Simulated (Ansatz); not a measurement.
Consider ClF₃H₂Si₂.

```yaml
atoms:
  - { symbol: Cl, position_ang: [-0.6769, 0.6908, 2.1253] }
  - { symbol: F, position_ang: [-1.3910, -0.5960, -2.5888] }
  - { symbol: F, position_ang: [-3.1683, 0.2954, -0.9322] }
  - { symbol: F, position_ang: [-2.0140, -1.9771, -0.4908] }
  - { symbol: Si, position_ang: [-1.7697, -0.4856, -1.0307] }
  - { symbol: Si, position_ang: [-0.0833, 0.5998, 0.1480] }
  - { symbol: H, position_ang: [1.1851, -0.1710, 0.0381] }
  - { symbol: H, position_ang: [0.0996, 1.9767, -0.3866] }
```

Geometry: PBE0-D3(BJ)/def2-SVP.

All numbers below come from isolated molecule in a Gaussian basis; Kohn-Sham density functional theory, functional PBE0 in Ansatz.

What will maps of the electron density and electron localisation function show?

Si–F (1.61 Å): the density is about 1 e/Å³ at the midpoint; the ELF peaks at about 0.85 in the valence shell of F, 0.6 Å from its nucleus, and is about 0.35 at the midpoint.
Si–Cl (2.07 Å): the density is about 0.84 e/Å³ at the midpoint; the ELF peaks at about 0.90 between the atoms; a shared but strongly polarised pair.
Si–Si (2.33 Å): ρ is about 0.71 e/Å³ halfway; the ELF peaks at about 1 between the atoms: a covalent bond.

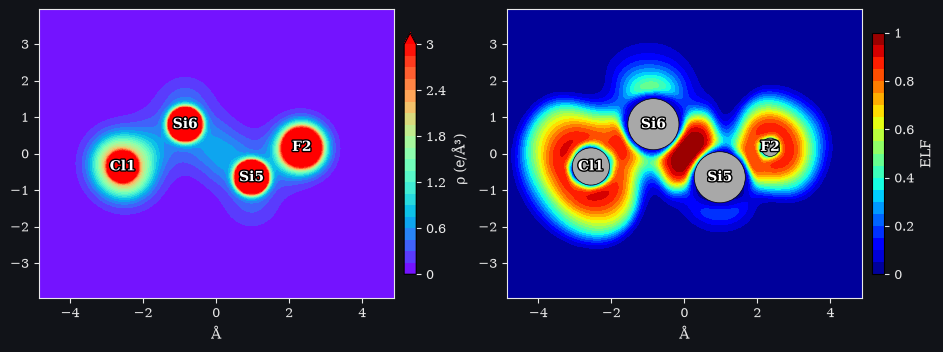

Computed electron density and electron localisation function on the plane of atoms Cl1, Si6 and Si5, in this order. Grey discs cover the atomic cores in the ELF map. 
